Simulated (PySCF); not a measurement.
# C4H9FO2S: what the fields show

```yaml
atoms:
  - { symbol: C, position_ang: [-2.7022, 0.0170, 0.0000] }
  - { symbol: C, position_ang: [-1.3774, 0.3866, 0.6290] }
  - { symbol: S, position_ang: [-0.0717, -0.4113, -0.3628] }
  - { symbol: O, position_ang: [-0.0814, 0.1388, -1.6876] }
  - { symbol: O, position_ang: [-0.1818, -1.8390, -0.2358] }
  - { symbol: C, position_ang: [1.5270, 0.0690, 0.4664] }
  - { symbol: C, position_ang: [2.6565, -0.0683, -0.5171] }
  - { symbol: F, position_ang: [1.3596, 1.3657, 0.8784] }
  - { symbol: H, position_ang: [-2.8186, -1.0642, 0.0029] }
  - { symbol: H, position_ang: [-3.5305, 0.4672, 0.5429] }
  - { symbol: H, position_ang: [-2.7230, 0.3621, -1.0308] }
  - { symbol: H, position_ang: [-1.2729, 0.0034, 1.6398] }
  - { symbol: H, position_ang: [-1.1814, 1.4538, 0.5958] }
  - { symbol: H, position_ang: [1.6285, -0.5509, 1.3597] }
  - { symbol: H, position_ang: [2.4256, 0.5215, -1.4015] }
  - { symbol: H, position_ang: [2.7412, -1.1126, -0.8033] }
  - { symbol: H, position_ang: [3.5954, 0.2734, -0.0857] }
```

Geometry: GFN2-xTB.

Computed with PBE0/def2-SVPD, SCF density, gas phase (PySCF 2.14.0).

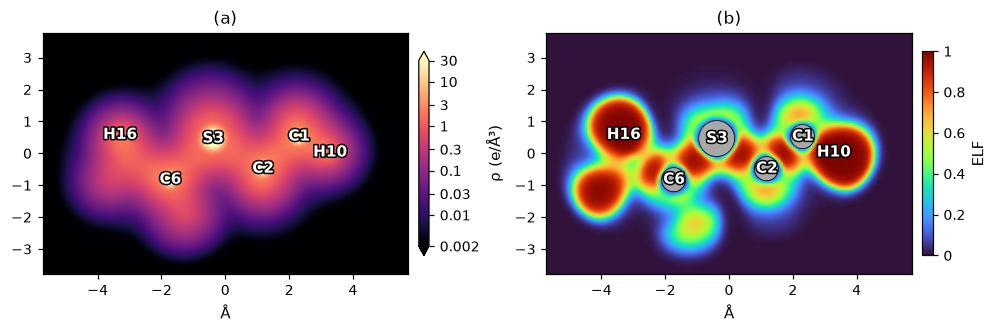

Figure 1. (a) total electron density; (b) ELF on the plane of atoms C2, C1 and H10. Grey discs cover the atomic cores in the ELF map.

Question: What do the fields say about this system?

Answer: The section cuts through C, S and H sites.
C–C (1.51 Å): ρ at the midpoint is about 1.7 e/Å³; the ELF peaks at about 0.95 between the atoms, as expected for localised, covalent bonding.
C–S (1.82 Å): ρ at the midpoint is about 1.3 e/Å³; the ELF peaks at about 0.95 between the atoms, as expected for localised, covalent bonding.
C–H (1.09 Å): ρ at the midpoint is about 1.9 e/Å³; the ELF climbs to about 1 towards the hydrogen, as it does in any bond to H (an ordinary covalent bond to hydrogen).
C–S (1.86 Å): the density is about 1.3 e/Å³ at the midpoint; the ELF peaks at about 0.95 between the atoms (a shared electron pair).

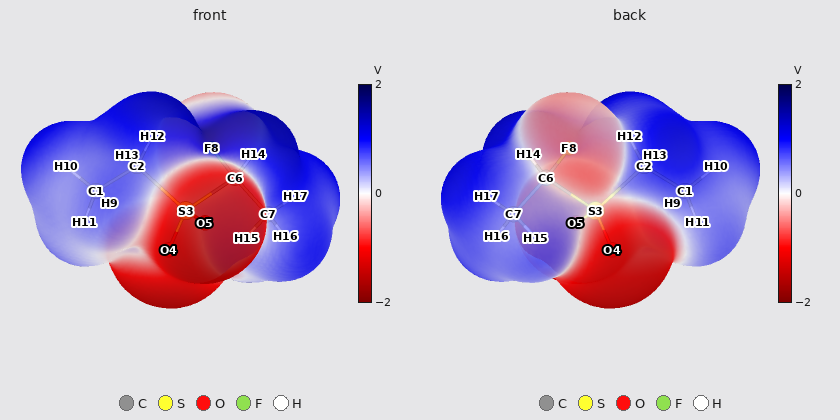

Figure 2. The molecular electrostatic potential painted on the density surface at 0.002 e/bohr³, seen from the front and from behind; the colour scale runs from red (negative) to blue (positive).

Question: Where is the surface potential most negative and most positive?

Answer: The most negative region (about −1.6 V) lies over O4 and O5, the most positive (about +1.5 V) over S3, C6, H12 and H14.

Question: What dipole moment does the calculation give?

Answer: Its dipole moment is 3.04 D.

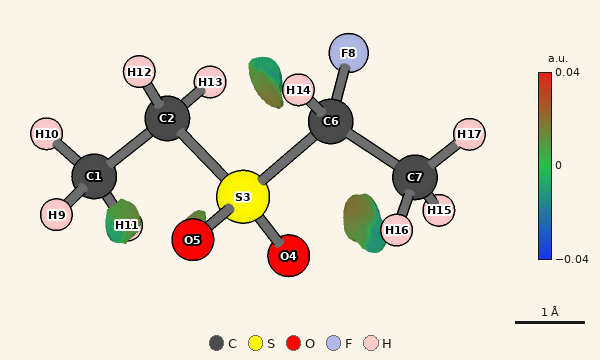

Figure 3. Non-covalent interaction (NCI) plot: the surface where the reduced density gradient is 0.6, for densities under 0.05 a.u., coloured by sign(λ₂)ρ; seen at a tilt.

Question: What holds or crowds the atoms apart from the covalent bonds?

Answer:
- Between C2 and H13 on one side and F8 on the other: a weak contact, attractive (blue-green) on one side and crowded (olive to red) on the other
- Between H15 and C7 on one side and O4 and S3 on the other: a weak contact, attractive (blue-green) on one side and crowded (olive to red) on the other
- Near H9, O5 and C1: mostly steric crowding (olive to red)
- Near H11, O4 and C1: mostly steric crowding (olive to red)
